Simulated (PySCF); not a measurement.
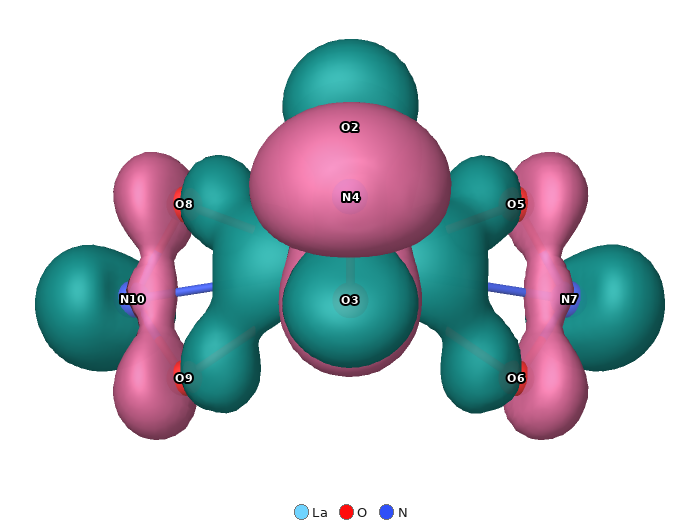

*LaN3O6 (La(NO2)3). The HOMO at ±0.08 Å⁻³ᐟ² (teal and pink are the two phases), seen from one side.*

Core potentials replace the inner electrons of La.

The calculation used PySCF 2.14.0, RKS TPSS, La lcecp-1-SVP with ECP46, O def2-SVP, N def2-SVP; non-relativistic Hamiltonian with scalar-relativistic core potentials where named; density fitting.

```xyz
10

La    0.0000    0.0000    0.0000
O     2.2544    0.0000    1.0613
O     2.2544    0.0000   -1.0613
N     2.9649    0.0000    0.0000
O    -1.1272    1.9524    1.0613
O    -1.1272    1.9524   -1.0613
N    -1.4824    2.5676    0.0000
O    -1.1272   -1.9524    1.0613
O    -1.1272   -1.9524   -1.0613
N    -1.4824   -2.5676    0.0000
```

> Where does this orbital lie, and at what energy?

It lies mainly on N4 (about 30 %), O2 (about 15 %), O3 (about 15 %), La1 (about 10 %), N7 (about 5 %) and N10 (about 5 %). It is one of a degenerate set, so its orientation is arbitrary. Its energy is −7.05 eV.
